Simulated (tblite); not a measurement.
# Geometry relaxation, with input and output: C6H8N (part 2 of 2)

The same run, continued: C6H8N, multiplicity 2; GFN2-xTB geometry optimisation, gas phase (tblite 0.8.0). It belongs to a series of runs on one base structure; here: X = H replaced by N-pyrrolyl.

Geometry of the input (Å):
```
C  -2.2970  -0.1057  -0.5206
C  -1.3827  0.5019  0.4692
N  0.0228  0.1514  0.2171
C  0.8615  0.8686  -0.6089
C  2.0886  0.2336  -0.5707
C  1.9731  -0.8848  0.2781
C  0.6865  -0.9066  0.7543
H  -1.9870  -0.9309  -1.1355
H  -3.3246  0.2405  -0.5788
H  -1.4599  1.5884  0.4714
H  -1.6245  0.1438  1.4849
H  0.5228  1.7400  -1.1279
H  2.9648  0.5528  -1.1125
H  2.7603  -1.5964  0.5222
H  0.1912  -1.5886  1.4359
```

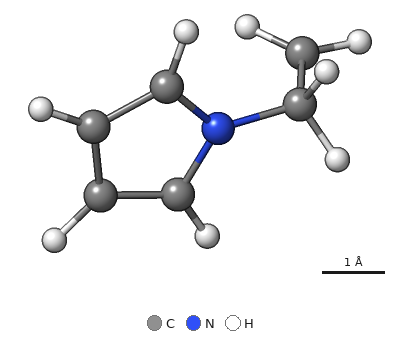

Fig. 1: The geometry at step 26 of the log (ball-and-stick view, seen at a tilt).

## Trajectory as extended XYZ, continued
```
15
Properties=species:S:1:pos:R:3:forces:R:3 step=16 energy=-537.51713
C    -2.2816   -0.1128   -0.5158    0.0040  -0.0020  -0.0220
C    -1.3666    0.4924    0.4717    0.0220  -0.0110  -0.0260
N     0.0151    0.1690    0.2332   -0.0080  -0.0300   0.0060
C     0.8555    0.8506   -0.5886   -0.0490   0.0220  -0.0040
C     2.0734    0.2286   -0.5819    0.0210  -0.0040  -0.0020
C     1.9646   -0.8840    0.2736   -0.0380   0.0020   0.0210
C     0.6831   -0.8933    0.7535   -0.0210   0.0030   0.0060
H    -1.9483   -0.9108   -1.1474    0.0110   0.0020  -0.0010
H    -3.2939    0.2306   -0.5838   -0.0110  -0.0120  -0.0050
H    -1.4848    1.5858    0.4710    0.0110   0.0160   0.0170
H    -1.6226    0.1564    1.4920   -0.0040   0.0050   0.0260
H     0.5219    1.7255   -1.1127    0.0240   0.0000   0.0060
H     2.9458    0.5339   -1.1239    0.0210   0.0080  -0.0190
H     2.7374   -1.5868    0.5155    0.0030  -0.0040  -0.0240
H     0.1965   -1.5771    1.4217    0.0130   0.0060   0.0210
15
Properties=species:S:1:pos:R:3:forces:R:3 step=17 energy=-537.51733
C    -2.2801   -0.1149   -0.5152    0.0100   0.0080  -0.0150
C    -1.3674    0.4929    0.4735    0.0250  -0.0100  -0.0220
N     0.0148    0.1703    0.2355   -0.0030  -0.0230   0.0050
C     0.8551    0.8511   -0.5871   -0.0360   0.0100  -0.0110
C     2.0728    0.2279   -0.5834   -0.0020  -0.0030   0.0120
C     1.9636   -0.8841    0.2733   -0.0400   0.0030   0.0140
C     0.6825   -0.8924    0.7550   -0.0060   0.0010  -0.0020
H    -1.9414   -0.9082   -1.1503    0.0050   0.0080   0.0050
H    -3.2927    0.2278   -0.5867   -0.0040  -0.0170  -0.0030
H    -1.4856    1.5868    0.4719    0.0060  -0.0010   0.0150
H    -1.6234    0.1575    1.4945   -0.0030   0.0100   0.0050
H     0.5215    1.7253   -1.1113    0.0180   0.0160  -0.0030
H     2.9445    0.5317   -1.1279    0.0090   0.0050  -0.0080
H     2.7358   -1.5877    0.5135    0.0080  -0.0090  -0.0200
H     0.1957   -1.5762    1.4227    0.0140   0.0020   0.0280
15
Properties=species:S:1:pos:R:3:forces:R:3 step=18 energy=-537.51747
C    -2.2792   -0.1159   -0.5152    0.0120   0.0170  -0.0080
C    -1.3676    0.4931    0.4742    0.0130  -0.0050  -0.0090
N     0.0145    0.1708    0.2368    0.0000  -0.0080  -0.0020
C     0.8545    0.8513   -0.5863   -0.0210   0.0020  -0.0160
C     2.0722    0.2275   -0.5841   -0.0080   0.0040   0.0090
C     1.9624   -0.8840    0.2733   -0.0070  -0.0090   0.0040
C     0.6820   -0.8918    0.7559   -0.0100  -0.0080   0.0050
H    -1.9372   -0.9066   -1.1519    0.0020   0.0090   0.0060
H    -3.2921    0.2257   -0.5885    0.0030  -0.0190  -0.0010
H    -1.4857    1.5875    0.4728    0.0030  -0.0140   0.0110
H    -1.6240    0.1583    1.4962   -0.0010   0.0130  -0.0140
H     0.5217    1.7256   -1.1104    0.0120   0.0220  -0.0050
H     2.9440    0.5305   -1.1305   -0.0130  -0.0020   0.0090
H     2.7348   -1.5884    0.5118    0.0000  -0.0050  -0.0170
H     0.1954   -1.5755    1.4240    0.0150   0.0030   0.0270
15
Properties=species:S:1:pos:R:3:forces:R:3 step=19 energy=-537.51761
C    -2.2782   -0.1164   -0.5155    0.0110   0.0200  -0.0040
C    -1.3676    0.4931    0.4746   -0.0030   0.0030   0.0050
N     0.0142    0.1709    0.2377    0.0010   0.0070  -0.0070
C     0.8537    0.8515   -0.5859    0.0070  -0.0130  -0.0130
C     2.0717    0.2273   -0.5844   -0.0230   0.0050   0.0110
C     1.9614   -0.8841    0.2734    0.0100  -0.0050  -0.0090
C     0.6813   -0.8916    0.7568    0.0030  -0.0110   0.0020
H    -1.9339   -0.9052   -1.1531    0.0010   0.0070   0.0050
H    -3.2917    0.2237   -0.5899    0.0060  -0.0180   0.0010
H    -1.4857    1.5878    0.4737    0.0020  -0.0190   0.0060
H    -1.6245    0.1592    1.4972    0.0000   0.0110  -0.0250
H     0.5221    1.7262   -1.1099    0.0040   0.0230  -0.0050
H     2.9434    0.5296   -1.1323   -0.0270  -0.0060   0.0200
H     2.7340   -1.5890    0.5101   -0.0040  -0.0040  -0.0130
H     0.1956   -1.5750    1.4256    0.0110   0.0020   0.0270
15
Properties=species:S:1:pos:R:3:forces:R:3 step=20 energy=-537.51777
C    -2.2766   -0.1167   -0.5158    0.0070   0.0180  -0.0040
C    -1.3675    0.4932    0.4752   -0.0190   0.0100   0.0170
N     0.0139    0.1712    0.2390    0.0020   0.0180  -0.0110
C     0.8525    0.8517   -0.5858    0.0250  -0.0200  -0.0080
C     2.0705    0.2270   -0.5847   -0.0240   0.0050   0.0030
C     1.9600   -0.8843    0.2733    0.0320  -0.0090  -0.0180
C     0.6806   -0.8914    0.7579    0.0050  -0.0110   0.0030
H    -1.9294   -0.9032   -1.1546    0.0020   0.0030   0.0020
H    -3.2908    0.2207   -0.5918    0.0070  -0.0150   0.0050
H    -1.4859    1.5878    0.4750    0.0010  -0.0140   0.0000
H    -1.6251    0.1606    1.4981   -0.0010   0.0040  -0.0280
H     0.5226    1.7274   -1.1092   -0.0020   0.0160  -0.0010
H     2.9419    0.5282   -1.1344   -0.0360  -0.0090   0.0290
H     2.7330   -1.5900    0.5077   -0.0090   0.0000  -0.0090
H     0.1959   -1.5743    1.4281    0.0090   0.0050   0.0220
15
Properties=species:S:1:pos:R:3:forces:R:3 step=21 energy=-537.51795
C    -2.2743   -0.1171   -0.5162    0.0030   0.0130  -0.0080
C    -1.3676    0.4935    0.4763   -0.0250   0.0140   0.0180
N     0.0136    0.1721    0.2408    0.0010   0.0210  -0.0090
C     0.8512    0.8519   -0.5857    0.0330  -0.0210   0.0000
C     2.0688    0.2265   -0.5851   -0.0230  -0.0020  -0.0030
C     1.9586   -0.8849    0.2729    0.0320  -0.0060  -0.0220
C     0.6799   -0.8911    0.7593    0.0130  -0.0070  -0.0010
H    -1.9230   -0.9002   -1.1567    0.0030  -0.0010  -0.0010
H    -3.2894    0.2166   -0.5942    0.0040  -0.0090   0.0090
H    -1.4864    1.5877    0.4766    0.0000   0.0000  -0.0070
H    -1.6260    0.1624    1.4991   -0.0040  -0.0080  -0.0210
H     0.5230    1.7291   -1.1083   -0.0080   0.0050   0.0050
H     2.9393    0.5260   -1.1369   -0.0300  -0.0060   0.0280
H     2.7314   -1.5913    0.5046   -0.0070  -0.0030  -0.0030
H     0.1964   -1.5732    1.4315    0.0080   0.0100   0.0150
15
Properties=species:S:1:pos:R:3:forces:R:3 step=23 energy=-537.51817
C    -2.2706   -0.1176   -0.5168    0.0010   0.0050  -0.0130
C    -1.3683    0.4945    0.4784   -0.0030   0.0080  -0.0030
N     0.0136    0.1742    0.2439    0.0000   0.0030   0.0080
C     0.8500    0.8520   -0.5853    0.0000   0.0020   0.0080
C     2.0658    0.2251   -0.5863    0.0010  -0.0140  -0.0120
C     1.9573   -0.8860    0.2714   -0.0020  -0.0080  -0.0080
C     0.6796   -0.8905    0.7612    0.0060   0.0060  -0.0030
H    -1.9130   -0.8956   -1.1600    0.0040  -0.0040  -0.0020
H    -3.2872    0.2103   -0.5975   -0.0060  -0.0010   0.0140
H    -1.4876    1.5881    0.4783   -0.0040   0.0200  -0.0100
H    -1.6277    0.1642    1.5002   -0.0110  -0.0210   0.0000
H     0.5230    1.7311   -1.1063   -0.0070  -0.0100   0.0100
H     2.9344    0.5226   -1.1398    0.0060   0.0080   0.0050
H     2.7292   -1.5938    0.5003    0.0050  -0.0100   0.0020
H     0.1972   -1.5708    1.4364    0.0100   0.0160   0.0040
15
Properties=species:S:1:pos:R:3:forces:R:3 step=24 energy=-537.51825
C    -2.2694   -0.1175   -0.5173    0.0020   0.0040  -0.0110
C    -1.3688    0.4952    0.4791    0.0100   0.0020  -0.0120
N     0.0135    0.1750    0.2451    0.0010  -0.0050   0.0150
C     0.8497    0.8520   -0.5850   -0.0160   0.0110   0.0080
C     2.0648    0.2243   -0.5870    0.0100  -0.0130  -0.0120
C     1.9570   -0.8867    0.2706   -0.0170  -0.0090   0.0010
C     0.6797   -0.8902    0.7617   -0.0010   0.0090  -0.0020
H    -1.9097   -0.8942   -1.1611    0.0020  -0.0020  -0.0010
H    -3.2866    0.2082   -0.5982   -0.0070   0.0000   0.0130
H    -1.4881    1.5888    0.4785   -0.0050   0.0180  -0.0070
H    -1.6286    0.1642    1.5004   -0.0120  -0.0190   0.0030
H     0.5227    1.7315   -1.1054   -0.0050  -0.0100   0.0080
H     2.9328    0.5216   -1.1405    0.0210   0.0120  -0.0060
H     2.7285   -1.5948    0.4990    0.0080  -0.0110   0.0020
H     0.1978   -1.5695    1.4382    0.0090   0.0140   0.0030
15
Properties=species:S:1:pos:R:3:forces:R:3 step=25 energy=-537.51835
C    -2.2679   -0.1172   -0.5184    0.0040   0.0040  -0.0080
C    -1.3693    0.4960    0.4798    0.0210  -0.0040  -0.0180
N     0.0135    0.1760    0.2466    0.0020  -0.0090   0.0180
C     0.8494    0.8520   -0.5844   -0.0230   0.0160   0.0060
C     2.0636    0.2231   -0.5881    0.0160  -0.0100  -0.0090
C     1.9566   -0.8877    0.2696   -0.0280  -0.0050   0.0060
C     0.6799   -0.8897    0.7622   -0.0050   0.0080   0.0020
H    -1.9060   -0.8927   -1.1624   -0.0010   0.0010   0.0000
H    -3.2861    0.2057   -0.5985   -0.0070  -0.0010   0.0120
H    -1.4886    1.5899    0.4786   -0.0060   0.0080  -0.0030
H    -1.6299    0.1638    1.5004   -0.0130  -0.0120   0.0000
H     0.5224    1.7318   -1.1041   -0.0040  -0.0080   0.0060
H     2.9314    0.5208   -1.1411    0.0320   0.0140  -0.0170
H     2.7279   -1.5963    0.4973    0.0060  -0.0110   0.0010
H     0.1989   -1.5677    1.4406    0.0050   0.0090   0.0040
15
Properties=species:S:1:pos:R:3:forces:R:3 step=26 energy=-537.51846
C    -2.2664   -0.1165   -0.5199    0.0040   0.0050  -0.0030
C    -1.3697    0.4969    0.4801    0.0210  -0.0070  -0.0160
N     0.0135    0.1769    0.2483    0.0060  -0.0070   0.0160
C     0.8489    0.8521   -0.5838   -0.0160   0.0120   0.0040
C     2.0625    0.2218   -0.5894    0.0170  -0.0010  -0.0060
C     1.9559   -0.8889    0.2685   -0.0240  -0.0020   0.0070
C     0.6799   -0.8892    0.7629   -0.0070   0.0060   0.0060
H    -1.9025   -0.8914   -1.1636   -0.0040   0.0040   0.0010
H    -3.2859    0.2030   -0.5984   -0.0040  -0.0020   0.0100
H    -1.4891    1.5912    0.4787   -0.0050  -0.0060   0.0020
H    -1.6315    0.1630    1.5002   -0.0120  -0.0020  -0.0080
H     0.5220    1.7322   -1.1027   -0.0050  -0.0050   0.0020
H     2.9305    0.5204   -1.1417    0.0300   0.0100  -0.0210
H     2.7273   -1.5979    0.4955   -0.0010  -0.0060   0.0000
H     0.2002   -1.5655    1.4434   -0.0010   0.0010   0.0070
15
Properties=species:S:1:pos:R:3:forces:R:3 step=27 energy=-537.51854
C    -2.2653   -0.1157   -0.5212    0.0030   0.0050  -0.0010
C    -1.3697    0.4975    0.4800    0.0120  -0.0070  -0.0090
N     0.0135    0.1774    0.2496    0.0070   0.0020   0.0090
C     0.8485    0.8521   -0.5832    0.0010   0.0050   0.0010
C     2.0620    0.2209   -0.5904    0.0120   0.0060  -0.0020
C     1.9552   -0.8898    0.2678   -0.0100   0.0040   0.0010
C     0.6798   -0.8889    0.7635   -0.0030   0.0000   0.0100
H    -1.9002   -0.8905   -1.1644   -0.0060   0.0050   0.0000
H    -3.2859    0.2010   -0.5979    0.0010  -0.0030   0.0090
H    -1.4895    1.5920    0.4788   -0.0030  -0.0150   0.0050
H    -1.6329    0.1623    1.4997   -0.0090   0.0040  -0.0140
H     0.5217    1.7324   -1.1017   -0.0060  -0.0020  -0.0010
H     2.9303    0.5204   -1.1424    0.0170   0.0030  -0.0160
H     2.7268   -1.5992    0.4941   -0.0100   0.0000  -0.0010
H     0.2012   -1.5639    1.4458   -0.0060  -0.0050   0.0080
15
Properties=species:S:1:pos:R:3:forces:R:3 step=28 energy=-537.51859
C    -2.2645   -0.1151   -0.5221    0.0020   0.0030  -0.0010
C    -1.3694    0.4977    0.4799    0.0010  -0.0050  -0.0010
N     0.0137    0.1778    0.2506    0.0090   0.0070   0.0020
C     0.8483    0.8522   -0.5829    0.0150  -0.0030   0.0000
C     2.0618    0.2205   -0.5911    0.0050   0.0100   0.0010
C     1.9546   -0.8902    0.2674    0.0050   0.0060  -0.0020
C     0.6796   -0.8887    0.7641    0.0010  -0.0020   0.0090
H    -1.8989   -0.8899   -1.1650   -0.0070   0.0040  -0.0030
H    -3.2859    0.1997   -0.5975    0.0030  -0.0030   0.0080
H    -1.4897    1.5922    0.4790   -0.0010  -0.0160   0.0060
H    -1.6340    0.1619    1.4991   -0.0070   0.0060  -0.0150
H     0.5214    1.7325   -1.1011   -0.0060   0.0000  -0.0020
H     2.9306    0.5204   -1.1431    0.0030  -0.0040  -0.0090
H     2.7263   -1.6000    0.4932   -0.0150   0.0030  -0.0020
H     0.2017   -1.5630    1.4475   -0.0080  -0.0060   0.0080
15
Properties=species:S:1:pos:R:3:forces:R:3 step=29 energy=-537.51864
C    -2.2638   -0.1147   -0.5227    0.0010   0.0010  -0.0030
C    -1.3692    0.4977    0.4797   -0.0060  -0.0020   0.0040
N     0.0140    0.1783    0.2515    0.0060   0.0110  -0.0040
C     0.8483    0.8523   -0.5825    0.0200  -0.0050   0.0000
C     2.0618    0.2203   -0.5916    0.0000   0.0090   0.0040
C     1.9540   -0.8905    0.2670    0.0150   0.0080  -0.0040
C     0.6795   -0.8885    0.7648    0.0060  -0.0030   0.0070
H    -1.8977   -0.8892   -1.1655   -0.0060   0.0010  -0.0060
H    -3.2857    0.1985   -0.5970    0.0040  -0.0030   0.0080
H    -1.4901    1.5921    0.4793    0.0010  -0.0110   0.0050
H    -1.6350    0.1618    1.4985   -0.0050   0.0040  -0.0110
H     0.5209    1.7325   -1.1006   -0.0050   0.0000  -0.0020
H     2.9308    0.5203   -1.1440   -0.0080  -0.0090  -0.0020
H     2.7256   -1.6006    0.4924   -0.0140   0.0030  -0.0010
H     0.2019   -1.5625    1.4489   -0.0070  -0.0040   0.0040
15
Properties=species:S:1:pos:R:3:forces:R:3 step=30 energy=-537.51867
C    -2.2630   -0.1144   -0.5232    0.0010   0.0000  -0.0050
C    -1.3690    0.4977    0.4797   -0.0080   0.0010   0.0050
N     0.0144    0.1790    0.2526    0.0040   0.0070  -0.0050
C     0.8486    0.8525   -0.5822    0.0150  -0.0040   0.0010
C     2.0619    0.2202   -0.5921   -0.0030   0.0070   0.0050
C     1.9537   -0.8906    0.2666    0.0150   0.0060   0.0000
C     0.6796   -0.8882    0.7655    0.0070   0.0010   0.0020
H    -1.8964   -0.8883   -1.1663   -0.0050  -0.0020  -0.0090
H    -3.2854    0.1973   -0.5967    0.0020  -0.0020   0.0080
H    -1.4905    1.5918    0.4796    0.0020  -0.0030   0.0040
H    -1.6360    0.1619    1.4979   -0.0030   0.0000  -0.0040
H     0.5204    1.7326   -1.1001   -0.0020   0.0010  -0.0020
H     2.9307    0.5198   -1.1451   -0.0130  -0.0120   0.0020
H     2.7247   -1.6012    0.4917   -0.0080   0.0000  -0.0010
H     0.2019   -1.5619    1.4502   -0.0030   0.0000  -0.0010
15
Properties=species:S:1:pos:R:3:forces:R:3 step=32 energy=-537.51872
C    -2.2619   -0.1143   -0.5240    0.0020  -0.0010  -0.0050
C    -1.3690    0.4978    0.4799    0.0010   0.0000  -0.0010
N     0.0151    0.1801    0.2539   -0.0020  -0.0020   0.0000
C     0.8491    0.8529   -0.5817   -0.0060   0.0050   0.0020
C     2.0618    0.2201   -0.5925   -0.0010   0.0000   0.0050
C     1.9536   -0.8905    0.2662    0.0010   0.0010   0.0090
C     0.6800   -0.8877    0.7666    0.0020   0.0070  -0.0020
H    -1.8945   -0.8871   -1.1680   -0.0040  -0.0020  -0.0100
H    -3.2848    0.1955   -0.5960   -0.0010  -0.0010   0.0070
H    -1.4911    1.5916    0.4803    0.0010   0.0060   0.0020
H    -1.6375    0.1618    1.4973    0.0000  -0.0050   0.0050
H     0.5196    1.7326   -1.0995    0.0030   0.0010  -0.0030
H     2.9300    0.5185   -1.1467   -0.0040  -0.0070  -0.0020
H     2.7233   -1.6022    0.4907    0.0050  -0.0060   0.0000
H     0.2019   -1.5611    1.4516    0.0040   0.0050  -0.0070
15
Properties=species:S:1:pos:R:3:forces:R:3 step=33 energy=-537.51874
C    -2.2613   -0.1142   -0.5246    0.0020   0.0000  -0.0030
C    -1.3690    0.4979    0.4799    0.0050  -0.0010  -0.0040
N     0.0153    0.1805    0.2544   -0.0050  -0.0040   0.0030
C     0.8492    0.8531   -0.5815   -0.0140   0.0070   0.0010
C     2.0617    0.2201   -0.5924    0.0010  -0.0030   0.0040
C     1.9538   -0.8904    0.2663   -0.0060   0.0000   0.0110
C     0.6803   -0.8873    0.7670   -0.0020   0.0060  -0.0010
H    -1.8940   -0.8868   -1.1689   -0.0030   0.0000  -0.0080
H    -3.2846    0.1947   -0.5954   -0.0020  -0.0020   0.0050
H    -1.4912    1.5916    0.4806    0.0000   0.0060   0.0010
H    -1.6382    0.1617    1.4971    0.0010  -0.0060   0.0050
H     0.5194    1.7326   -1.0994    0.0050   0.0010  -0.0030
H     2.9295    0.5177   -1.1473    0.0030  -0.0040  -0.0060
H     2.7228   -1.6028    0.4903    0.0090  -0.0060   0.0010
H     0.2020   -1.5606    1.4521    0.0050   0.0050  -0.0070
15
Properties=species:S:1:pos:R:3:forces:R:3 step=34 energy=-537.51876
C    -2.2608   -0.1140   -0.5254    0.0010   0.0010  -0.0010
C    -1.3690    0.4979    0.4798    0.0060  -0.0010  -0.0040
N     0.0155    0.1809    0.2548   -0.0040  -0.0050   0.0050
C     0.8493    0.8534   -0.5812   -0.0150   0.0060   0.0010
C     2.0617    0.2202   -0.5922    0.0020  -0.0030   0.0010
C     1.9540   -0.8902    0.2666   -0.0100  -0.0020   0.0100
C     0.6805   -0.8868    0.7674   -0.0050   0.0060  -0.0010
H    -1.8938   -0.8865   -1.1702   -0.0030   0.0030  -0.0050
H    -3.2845    0.1939   -0.5945   -0.0030  -0.0020   0.0030
H    -1.4912    1.5917    0.4810   -0.0010   0.0030   0.0000
H    -1.6389    0.1613    1.4968    0.0030  -0.0050   0.0030
H     0.5193    1.7327   -1.0993    0.0060   0.0010  -0.0030
H     2.9290    0.5168   -1.1480    0.0070   0.0000  -0.0070
H     2.7224   -1.6035    0.4899    0.0100  -0.0030   0.0020
H     0.2023   -1.5599    1.4525    0.0030   0.0020  -0.0040
15
Properties=species:S:1:pos:R:3:forces:R:3 step=35 energy=-537.51878
C    -2.2605   -0.1138   -0.5261   -0.0010   0.0020   0.0010
C    -1.3690    0.4979    0.4797    0.0040  -0.0010  -0.0020
N     0.0155    0.1811    0.2550   -0.0030  -0.0010   0.0030
C     0.8493    0.8536   -0.5810   -0.0080   0.0020   0.0000
C     2.0617    0.2202   -0.5920    0.0010  -0.0030  -0.0010
C     1.9541   -0.8900    0.2670   -0.0070  -0.0010   0.0040
C     0.6807   -0.8864    0.7677   -0.0040   0.0020   0.0010
H    -1.8941   -0.8864   -1.1711   -0.0020   0.0060  -0.0030
H    -3.2846    0.1934   -0.5936   -0.0030  -0.0030   0.0020
H    -1.4912    1.5918    0.4814   -0.0010   0.0000  -0.0010
H    -1.6394    0.1609    1.4965    0.0040  -0.0050   0.0000
H     0.5193    1.7328   -1.0994    0.0060   0.0000  -0.0020
H     2.9289    0.5163   -1.1484    0.0060   0.0010  -0.0050
H     2.7224   -1.6039    0.4897    0.0070   0.0020   0.0030
H     0.2025   -1.5595    1.4527    0.0010  -0.0010  -0.0010
```

## Results in brief

| quantity | value |
| --- | --- |
| outcome | converged |
| total energy | −537.5188 eV |
| hardware | 1 CPU thread, shared host |
| peak memory | 0.18 GiB |
